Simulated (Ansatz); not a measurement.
**C3H11NOSi: molecular dynamics**

The plan is to follow the molecule's vibrations and see whether its bonds hold. The start is relaxed first. Runs: 135 steps of 0.25 fs under a Langevin thermostat at 400 K. SMILES of the start: CO[SiH2]C(C)N.

Method: RKS PBE/6-31G, in Ansatz 0.2.0.

## Step 1: Starting point

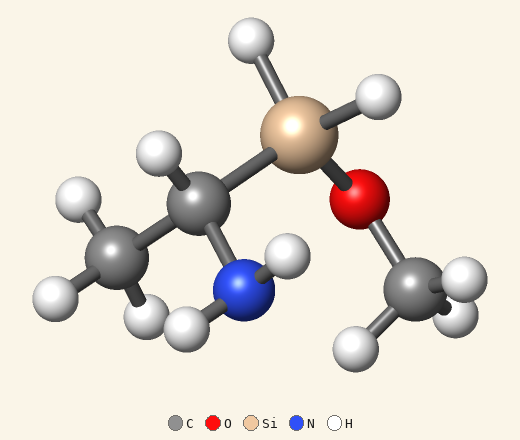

Start, viewed from a chosen angle; carbon grey, oxygen red, silicon light orange, nitrogen blue, hydrogen white.

Its coordinates follow in the input file.

## Step 2: Preparing the start

input.yaml reads:

```yaml
crystal:
  periodic: [false, false, false]
  atoms:
    - { symbol: C, position_ang: [-0.0601, -2.1257, -1.0841] }
    - { symbol: O, position_ang: [0.761, -1.05, -1.5232] }
    - { symbol: Si, position_ang: [1.3704, -0.0137, -0.3928] }
    - { symbol: C, position_ang: [0.1672, 0.9227, 0.6602] }
    - { symbol: C, position_ang: [-0.9255, 1.6736, -0.1967] }
    - { symbol: "N", position_ang: [-0.6229, -0.0027, 1.5591] }
    - { symbol: H, position_ang: [-0.2673, -2.7374, -1.9462] }
    - { symbol: H, position_ang: [-1.0347, -1.6561, -0.7829] }
    - { symbol: H, position_ang: [0.339, -2.6692, -0.2549] }
    - { symbol: H, position_ang: [2.2618, 0.9836, -1.0446] }
    - { symbol: H, position_ang: [2.261, -0.8002, 0.5594] }
    - { symbol: H, position_ang: [0.6548, 1.6387, 1.3059] }
    - { symbol: H, position_ang: [-1.568, 1.0387, -0.8314] }
    - { symbol: H, position_ang: [-1.6491, 2.2482, 0.4776] }
    - { symbol: H, position_ang: [-0.433, 2.3926, -0.8286] }
    - { symbol: H, position_ang: [-1.3135, 0.5313, 2.1168] }
    - { symbol: H, position_ang: [0.0397, -0.3748, 2.2466] }
basis:
  gaussian: { orbitals: "6-31G" }
hamiltonian:
  xc: pbe
relax:
  f_tol: 0.02
  max_steps: 40
```

Started as:

```sh
$ ansatz run input.yaml --threads 1 --pin off --max-ram 2048MiB --backend cpu --events-out ev --progress --plain --runs-dir out
```

Standard output (excerpt; [...] marks lines left out):

```text
Warning: RAYON_NUM_THREADS=1 ignored (pool sized by the plan → 1); use --threads N
[...]
Functional definition: PBE
[...]
1174 factors; integrals over basis functions are off by at most 1.5e-4 eV
[...]
mean field -14688.56678156 eV, -539.7948729543 hartree, gradient 1.8e-5 eV, S^2 0.000000; 0 other end points of the search recorded, 0 dependent functions left out
[...]
reference -14688.56681391 eV, -539.7948741430 hartree; 29, 29 occupied and 51, 51 virtual orbitals, 1174 factors
relax step   1: F+E_penalty+E_count = -14688.56678156 eV  Δ(F+E_penalty+E_count) = +0.000e0 eV  max|allowed force component| = 3.528e0 eV/Å  Δτ_max = 0.0000 Å  (27 SCF iters, accepted)
[...]
relax step   4: F+E_penalty+E_count = -14689.09569270 eV  Δ(F+E_penalty+E_count) = +7.766e-2 eV  max|allowed force component| = 1.343e0 eV/Å  Δτ_max = 0.1442 Å  (28 SCF iters, rejected (line search))
[...]
relax step   7: F+E_penalty+E_count = -14689.20050977 eV  Δ(F+E_penalty+E_count) = -5.043e-3 eV  max|allowed force component| = 2.316e-2 eV/Å  Δτ_max = 0.0491 Å  (27 SCF iters, accepted)
[...]
relax step  10: F+E_penalty+E_count = -14689.20368176 eV  Δ(F+E_penalty+E_count) = -5.999e-4 eV  max|allowed force component| = 6.042e-2 eV/Å  Δτ_max = 0.0619 Å  (26 SCF iters, accepted)
[...]
relax step  11: F+E_penalty+E_count = -14689.20416581 eV  Δ(F+E_penalty+E_count) = -4.840e-4 eV  max|allowed force component| = 3.152e-2 eV/Å  Δτ_max = 0.0214 Å  (22 SCF iters, accepted)
[...]
Atom 0 at    -0.113847    -2.166024    -1.111744 Å, force    -0.004663    -0.007691    -0.001112 eV/Å
Atom 1 at     0.669205    -0.993794    -1.505689 Å, force     0.004818     0.007040    -0.003152 eV/Å
Atom 2 at     1.414281     0.033831    -0.295657 Å, force     0.000712    -0.003232    -0.009653 eV/Å
Atom 3 at     0.112435     1.037869     0.731177 Å, force    -0.002982    -0.000721     0.001533 eV/Å
Atom 4 at    -0.902641     1.717019    -0.204088 Å, force     0.005188    -0.002318    -0.001552 eV/Å
Atom 5 at    -0.585617     0.072652     1.605688 Å, force    -0.003437     0.001086     0.003085 eV/Å
Atom 6 at    -0.504358    -2.608761    -2.040617 Å, force     0.000374     0.002643    -0.001117 eV/Å
Atom 7 at    -0.948441    -1.888394    -0.444752 Å, force    -0.002824     0.001295     0.004242 eV/Å
Atom 8 at     0.519237    -2.915124    -0.596467 Å, force     0.001540    -0.002572     0.000948 eV/Å
Atom 9 at     2.309803     0.955025    -1.093156 Å, force    -0.000522     0.001052     0.000903 eV/Å
Atom 10 at     2.236018    -0.803703     0.685777 Å, force    -0.000437     0.003193     0.003868 eV/Å
Atom 11 at     0.662329     1.839290     1.287266 Å, force    -0.000662     0.002415     0.001347 eV/Å
Atom 12 at    -1.409792     0.968907    -0.835480 Å, force    -0.000503     0.000078    -0.000598 eV/Å
Atom 13 at    -1.672907     2.256893     0.380793 Å, force     0.001328    -0.001592     0.001040 eV/Å
Atom 14 at    -0.405895     2.451600    -0.860657 Å, force     0.000162     0.000209    -0.000131 eV/Å
Atom 15 at    -1.418003     0.455159     2.065411 Å, force     0.000690    -0.000002    -0.000685 eV/Å
Atom 16 at     0.018991    -0.412844     2.272397 Å, force     0.001220    -0.000883     0.001033 eV/Å
Dipole moment:    -0.161917     0.131082     0.568306 e Å
```

Wall time 3.1 min (1 thread of Intel Xeon at 2.50GHz (Skylake/Cascade Lake), shared host); peak memory 0.16 GiB.

Step by step:

```csv
step,energy from step 1 (eV),largest force component (eV/Å)
1,0.0000,3.5279
2,-0.4949,1.1505
3,-0.6066,0.4604
4x,-0.5289,1.3434
5,-0.6287,0.2363
6x,-0.6242,0.2488
7,-0.6337,0.0232
8,-0.6351,0.0242
9,-0.6363,0.0548
10,-0.6369,0.0604
11,-0.6374,0.0315
12,-0.6376,0.0097
```

Step 1 is the start. 2 steps were tried and not accepted (marked x).

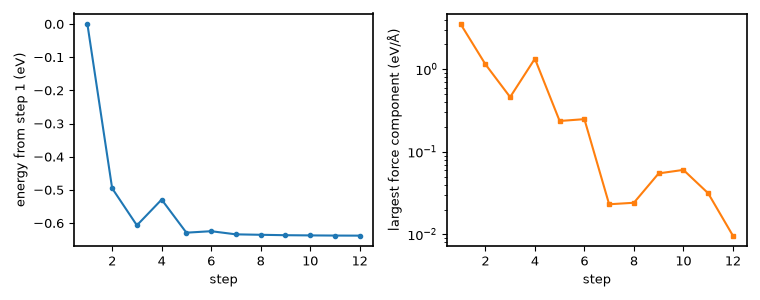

How energy and force went from step to step.

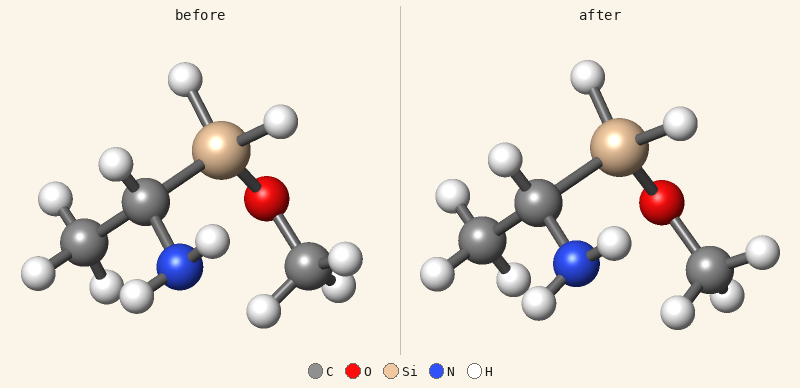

The structure before (left) and after (right), drawn at the same scale.

After: Bond lengths (14 of 16 bonds, heavy atoms first): C1–O2 1.464 Å, O2–Si3 1.754 Å, Si3–C4 1.938 Å, C4–C5 1.538 Å, C4–N6 1.478 Å, C1–H7 1.101 Å, C1–H8 1.104 Å, C1–H9 1.108 Å, Si3–H10 1.512 Å, Si3–H11 1.530 Å, C4–H12 1.120 Å, C5–H13 1.103 Å, C5–H14 1.108 Å, C5–H15 1.103 Å. Angles (14 of 28 angles, heavy atoms first): C1–O2–Si3 120.7°, O2–Si3–C4 112.6°, Si3–C4–C5 110.5°, Si3–C4–N6 107.0°, C5–C4–N6 109.7°, O2–C1–H7 106.5°, O2–C1–H8 111.4°, O2–C1–H9 111.2°, O2–Si3–H10 104.2°, O2–Si3–H11 110.5°, C4–Si3–H10 111.2°, C4–Si3–H11 107.7°, Si3–C4–H12 107.7°, C5–C4–H12 108.1°.

## Step 3: Dynamics

135 steps of 0.25 fs under a Langevin thermostat at 400 K, from the relaxed start.

input.yaml reads:

```yaml
crystal:
  periodic: [false, false, false]
  atoms:
    - { symbol: C, position_ang: [-0.113847, -2.166024, -1.111744] }
    - { symbol: O, position_ang: [0.669205, -0.993794, -1.505689] }
    - { symbol: Si, position_ang: [1.414281, 0.033831, -0.295657] }
    - { symbol: C, position_ang: [0.112435, 1.037869, 0.731177] }
    - { symbol: C, position_ang: [-0.902641, 1.717019, -0.204088] }
    - { symbol: "N", position_ang: [-0.585617, 0.072652, 1.605688] }
    - { symbol: H, position_ang: [-0.504358, -2.608761, -2.040617] }
    - { symbol: H, position_ang: [-0.948441, -1.888394, -0.444752] }
    - { symbol: H, position_ang: [0.519237, -2.915124, -0.596467] }
    - { symbol: H, position_ang: [2.309803, 0.955025, -1.093156] }
    - { symbol: H, position_ang: [2.236018, -0.803703, 0.685777] }
    - { symbol: H, position_ang: [0.662329, 1.83929, 1.287266] }
    - { symbol: H, position_ang: [-1.409792, 0.968907, -0.83548] }
    - { symbol: H, position_ang: [-1.672907, 2.256893, 0.380793] }
    - { symbol: H, position_ang: [-0.405895, 2.4516, -0.860657] }
    - { symbol: H, position_ang: [-1.418003, 0.455159, 2.065411] }
    - { symbol: H, position_ang: [0.018991, -0.412844, 2.272397] }
basis:
  gaussian: { orbitals: "6-31G" }
hamiltonian:
  xc: pbe
md:
  timestep: 0.25
  n_steps: 135
  ensemble: nvt_langevin
  temperature: 400.0
  initial_velocities: maxwell_boltzmann
  seed: 721363
  friction: 0.01
```

Started as:

```sh
$ ansatz run input.yaml --threads 1 --pin off --max-ram 2048MiB --backend cpu --events-out ev --progress --plain --runs-dir out
```

Standard output (excerpt; [...] marks lines left out):

```text
Warning: RAYON_NUM_THREADS=1 ignored (pool sized by the plan → 1); use --threads N
[...]
[... 1 set-up line as earlier in the session ...]
[...]
1175 factors; integrals over basis functions are off by at most 1.5e-4 eV
[...]
mean field -14689.20441254 eV, -539.8183054604 hartree, gradient 5.5e-5 eV, S^2 0.000000; 0 other end points of the search recorded, 0 dependent functions left out
[...]
reference -14689.20444556 eV, -539.8183066739 hartree; 29, 29 occupied and 51, 51 virtual orbitals, 1175 factors
md step     0: t =     0.00 fs  T =   376.5 K  F+E_penalty+E_count = -14689.20441254 eV  E_kin = 0.827264 eV  (27 SCF iters)
[...]
md step    16: t =     4.00 fs  T =   206.6 K  F+E_penalty+E_count = -14688.75197228 eV  E_kin = 0.453911 eV  (23 SCF iters)
[...]
md step    32: t =     8.00 fs  T =   193.5 K  F+E_penalty+E_count = -14688.73459163 eV  E_kin = 0.425176 eV  (22 SCF iters)
[...]
md step    48: t =    12.00 fs  T =   263.2 K  F+E_penalty+E_count = -14688.84876573 eV  E_kin = 0.578299 eV  (23 SCF iters)
[...]
md step    64: t =    16.00 fs  T =   239.2 K  F+E_penalty+E_count = -14688.76095369 eV  E_kin = 0.525698 eV  (23 SCF iters)
md step    65: t =    16.25 fs  T =   242.7 K  F+E_penalty+E_count = -14688.75798681 eV  E_kin = 0.533308 eV  (22 SCF iters)
```

## Step 4: The log goes on: dynamics from the start

The log, continued (excerpt; [...] marks lines left out):

```text
md step    66: t =    16.50 fs  T =   237.9 K  F+E_penalty+E_count = -14688.75514939 eV  E_kin = 0.522836 eV  (23 SCF iters)
[...]
md step    83: t =    20.75 fs  T =   243.8 K  F+E_penalty+E_count = -14688.70738092 eV  E_kin = 0.535807 eV  (22 SCF iters)
[...]
md step   100: t =    25.00 fs  T =   285.9 K  F+E_penalty+E_count = -14688.79441668 eV  E_kin = 0.628173 eV  (23 SCF iters)
[...]
md step   117: t =    29.25 fs  T =   249.2 K  F+E_penalty+E_count = -14688.65957318 eV  E_kin = 0.547644 eV  (23 SCF iters)
[...]
md step   134: t =    33.50 fs  T =   261.8 K  F+E_penalty+E_count = -14688.69243694 eV  E_kin = 0.575320 eV  (23 SCF iters)
[...]
md step   135: t =    33.75 fs  T =   263.8 K  F+E_penalty+E_count = -14688.67971448 eV  E_kin = 0.579780 eV  (27 SCF iters)
Total energy: -14688.67974753 eV, -539.7990243772 hartree
[...]
Atom 7 at    -1.187076    -1.919049    -0.827750 Å, force     0.074230     0.634944     0.081827 eV/Å
Atom 8 at     0.407579    -2.735047    -0.504267 Å, force    -0.436532     0.439589    -0.409896 eV/Å
Atom 9 at     2.047768     1.252983    -1.019044 Å, force     0.163745     0.069027    -0.287860 eV/Å
Atom 10 at     2.403286    -0.559198     0.490674 Å, force     0.589204    -0.813191     0.508394 eV/Å
Atom 11 at     0.707015     1.640700     1.417601 Å, force     0.896699     1.541842     0.819931 eV/Å
Atom 12 at    -1.143854     1.332355    -1.102822 Å, force     0.126160    -0.185405     0.289628 eV/Å
Atom 13 at    -1.607771     2.317942     0.353248 Å, force     0.012931    -0.181484    -0.310745 eV/Å
Atom 14 at    -0.137701     2.759574    -0.559363 Å, force    -0.453612    -0.848129     0.119496 eV/Å
Atom 15 at    -1.378821     0.543923     2.310548 Å, force     0.484377    -0.009904    -0.828097 eV/Å
Atom 16 at    -0.204350    -0.600058     2.113318 Å, force     0.739880    -0.915523     0.397752 eV/Å
Dipole moment:    -0.067959    -0.004907     0.603288 e Å
```

It took 26 min on 1 thread of Intel Xeon at 2.50GHz (Skylake/Cascade Lake), shared host; peak memory 0.15 GiB.

## Step 5: Frames and traces

One step in 6; energies are changes from step 0:

```csv
time (fs),T (K),potential energy change (meV/atom)
0.0,376,0.0
1.5,321,9.1
3.0,251,22.5
4.5,205,27.3
6.0,191,27.9
7.5,200,27.7
9.0,203,27.3
10.5,222,23.9
12.0,263,20.9
13.5,257,22.2
15.0,239,25.4
16.5,238,26.4
18.0,213,27.9
19.5,212,30.1
21.0,240,28.8
22.5,280,23.9
24.0,307,21.4
25.5,271,26.2
27.0,243,30.6
28.5,262,32.2
30.0,260,30.7
31.5,286,27.1
33.0,288,28.6
33.8,264,30.9
```

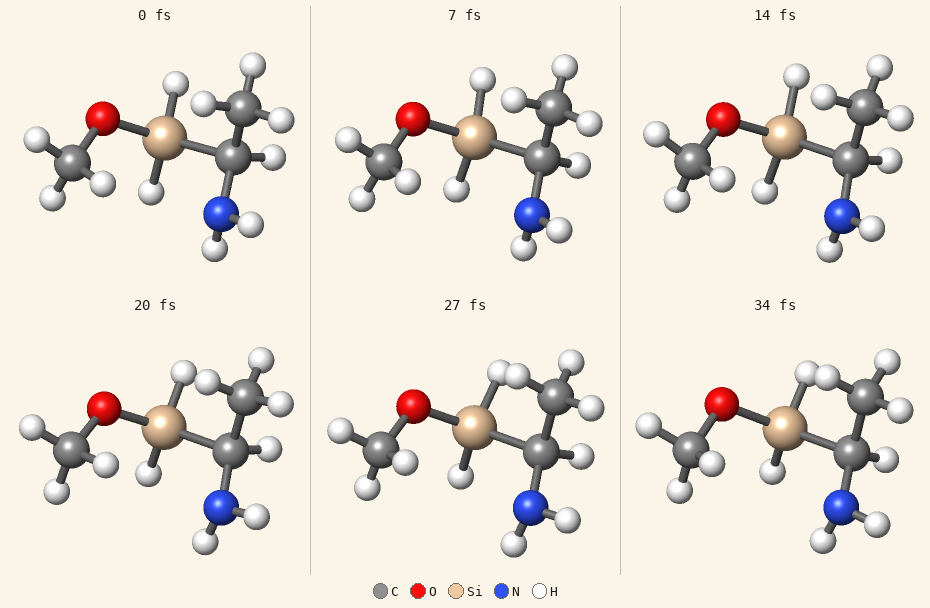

The system at six times, viewed from a free direction. Sticks join atoms within a bonding distance in each frame.

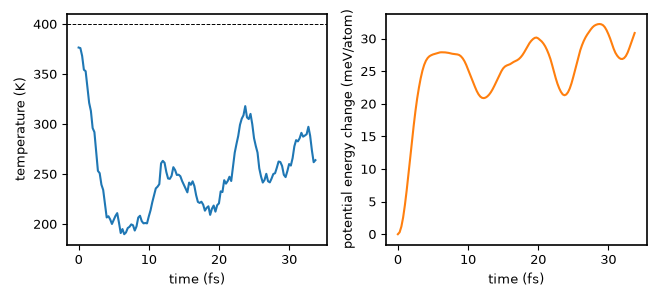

Traces against time; each panel has its own scale. The dashed line is the set temperature.

## Step 6: Frames from the trajectory

Positions (Å) and forces (eV/Å):

```xyz
17
time_fs=5.5 T=211 dE=0.4713
C    -0.084   -2.126   -1.111   -2.082   -1.575   -0.730
O     0.676   -0.995   -1.501   -0.214    0.274   -0.322
Si    1.403    0.035   -0.309   -0.712    0.528   -0.666
C     0.098    1.010    0.734    1.058    0.032    1.309
C    -0.848    1.734   -0.204   -0.648   -0.247    0.373
N    -0.612    0.077    1.625   -0.483   -0.501    0.028
H    -0.525   -2.596   -2.018    0.726    0.034   -0.303
H    -1.063   -1.971   -0.576    0.935    0.664    0.554
H     0.496   -2.918   -0.608    0.177    0.113    0.288
H     2.218    0.924   -1.202    0.212    0.245    0.148
H     2.171   -0.834    0.560    0.905   -0.639    0.960
H     0.753    1.693    1.404   -0.730    0.158   -0.992
H    -1.346    1.019   -0.898    0.211    0.136    0.226
H    -1.646    2.188    0.422    0.077    0.341   -0.401
H    -0.310    2.473   -0.803   -0.058    0.400   -0.066
H    -1.469    0.357    2.134    0.427    0.355   -0.601
H     0.009   -0.419    2.252    0.198   -0.317    0.194
17
time_fs=11.2 T=237 dE=0.3731
C    -0.092   -2.119   -1.129   -0.467   -1.454   -0.150
O     0.677   -0.984   -1.490    0.050    0.265   -0.536
Si    1.386    0.047   -0.322    1.065   -0.300    0.400
C     0.079    0.976    0.750    0.681    0.198   -0.018
C    -0.812    1.770   -0.201   -0.079    0.107    0.099
N    -0.632    0.079    1.645    0.830   -1.348    0.054
H    -0.421   -2.524   -2.100    0.014   -0.498    0.153
H    -0.993   -1.902   -0.548   -0.243    0.423    0.261
H     0.467   -2.899   -0.529   -0.038    0.441   -0.525
H     2.130    1.013   -1.277   -0.038   -0.228    0.687
H     2.278   -0.924    0.610   -0.395    0.865   -0.474
H     0.709    1.665    1.316    0.348    0.939    0.421
H    -1.257    1.072   -0.916   -0.299    0.015   -0.327
H    -1.618    2.241    0.386   -0.167    0.242   -0.114
H    -0.247    2.563   -0.754   -0.250   -0.418    0.314
H    -1.453    0.399    2.139   -0.274    0.403    0.110
H     0.015   -0.480    2.238   -0.737    0.347   -0.355
17
time_fs=17.0 T=222 dE=0.4537
C    -0.108   -2.128   -1.171   -0.722    1.130    0.987
O     0.673   -0.960   -1.485    0.223   -0.265   -1.463
Si    1.375    0.051   -0.329    0.167    0.893    0.423
C     0.073    0.958    0.761    1.157    1.896    0.435
C    -0.789    1.804   -0.198   -1.290   -1.046   -0.028
N    -0.644    0.064    1.658   -0.654    0.651   -0.587
H    -0.344   -2.567   -2.148   -0.502   -0.288    0.320
H    -0.945   -1.713   -0.529   -0.159   -0.990   -0.880
H     0.434   -2.811   -0.508    0.359   -0.566   -0.049
H     2.065    1.095   -1.165    0.222    0.036    0.126
H     2.261   -0.792    0.523    0.494   -0.187    0.469
H     0.687    1.814    1.280   -0.338   -1.075    0.013
H    -1.234    1.148   -0.976    0.055    0.288   -0.058
H    -1.639    2.335    0.275    0.035   -0.205    0.388
H    -0.204    2.593   -0.650    0.590    0.293   -0.486
H    -1.412    0.531    2.166    0.414   -0.482    0.035
H    -0.057   -0.564    2.194   -0.051   -0.083    0.354
17
time_fs=22.5 T=280 dE=0.4068
C    -0.126   -2.117   -1.196    0.929   -0.388    0.556
O     0.677   -0.925   -1.510   -0.478   -1.214   -1.442
Si    1.370    0.066   -0.328    0.345    0.729    1.146
C     0.094    0.977    0.780   -1.106   -0.920   -0.936
C    -0.789    1.824   -0.197    0.576    0.393   -0.555
N    -0.669    0.053    1.657   -0.448    1.166   -1.027
H    -0.391   -2.677   -2.120    0.141    0.533    0.192
H    -1.001   -1.738   -0.667   -0.570   -0.380    0.218
H     0.459   -2.837   -0.523   -0.582    0.674   -0.548
H     2.072    1.181   -1.001    0.343    0.250   -0.484
H     2.352   -0.699    0.519    0.175   -0.280    0.243
H     0.633    1.742    1.290    1.105    0.935    1.245
H    -1.184    1.255   -1.053   -0.105   -0.272    0.052
H    -1.648    2.347    0.268    0.177   -0.096    0.260
H    -0.106    2.617   -0.650   -0.682   -0.581    0.446
H    -1.338    0.597    2.202   -0.222   -0.354    0.342
H    -0.152   -0.627    2.193    0.402   -0.196    0.292
17
time_fs=28.0 T=251 dE=0.5437
C    -0.141   -2.102   -1.206   -0.685    0.559   -0.349
O     0.665   -0.897   -1.564   -0.745   -1.019   -0.196
Si    1.367    0.088   -0.323    1.709    0.838    0.828
C     0.097    0.996    0.792    0.094    0.339    0.772
C    -0.783    1.854   -0.208    0.005   -0.604    1.084
N    -0.693    0.071    1.647    0.284   -0.298   -0.121
H    -0.395   -2.668   -2.099    0.486   -0.005   -0.878
H    -1.158   -1.883   -0.805    0.636    0.488    0.469
H     0.411   -2.776   -0.561    0.308   -0.240    0.637
H     2.131    1.302   -0.987   -0.458   -0.901    0.063
H     2.472   -0.655    0.583   -0.844    0.212   -0.626
H     0.735    1.748    1.448   -0.767   -0.782   -1.019
H    -1.155    1.339   -1.112   -0.127   -0.458    0.409
H    -1.626    2.331    0.336    0.141   -0.043   -0.230
H    -0.110    2.606   -0.584    0.382    0.997   -0.237
H    -1.329    0.569    2.261   -0.474    0.242    0.155
H    -0.205   -0.658    2.212    0.054    0.676   -0.761
17
time_fs=33.8 T=264 dE=0.5247
C    -0.174   -2.081   -1.222    1.425   -0.808   -1.107
O     0.646   -0.882   -1.633   -0.330    0.050    1.412
Si    1.378    0.115   -0.314   -0.886    0.218   -1.070
C     0.102    1.018    0.806   -1.513   -1.146   -1.467
C    -0.760    1.870   -0.218    0.578    1.085    1.170
N    -0.716    0.105    1.629   -1.226    0.844   -0.073
H    -0.229   -2.615   -2.210   -0.246    0.026    0.755
H    -1.187   -1.919   -0.828    0.074    0.635    0.082
H     0.408   -2.735   -0.504   -0.436    0.440   -0.410
H     2.048    1.253   -1.019    0.164    0.069   -0.288
H     2.403   -0.559    0.491    0.589   -0.813    0.508
H     0.707    1.641    1.418    0.897    1.542    0.820
H    -1.144    1.332   -1.103    0.126   -0.185    0.290
H    -1.608    2.318    0.353    0.013   -0.181   -0.311
H    -0.138    2.760   -0.559   -0.454   -0.848    0.119
H    -1.379    0.544    2.311    0.484   -0.010   -0.828
H    -0.204   -0.600    2.113    0.740   -0.915    0.398
```

## Step 7: Outcome

```
                        quantity                          value
         relaxation of the start        9 moves, 0.638 eV lower
                          length           135 steps of 0.25 fs
temperature, first and last step                  376 and 264 K
        temperature, second half  mean 259 K, from 209 to 318 K
   potential energy, second half    +28 meV/atom from the start
          bonds formed or broken                              0
```

What this shows: Against a set 400 K the second half averages 259 K with a spread of 29 K; 28 meV/atom has gone into potential energy, and a thermostat that acts over some 100 fs has not made it up in 34 fs. The bonding pattern survives the run. 34 fs on 17 atoms is far too short and small for converged averages. The nuclei move classically, without zero-point motion, which matters most for hydrogen. The basis is very small, so the numbers are rough.
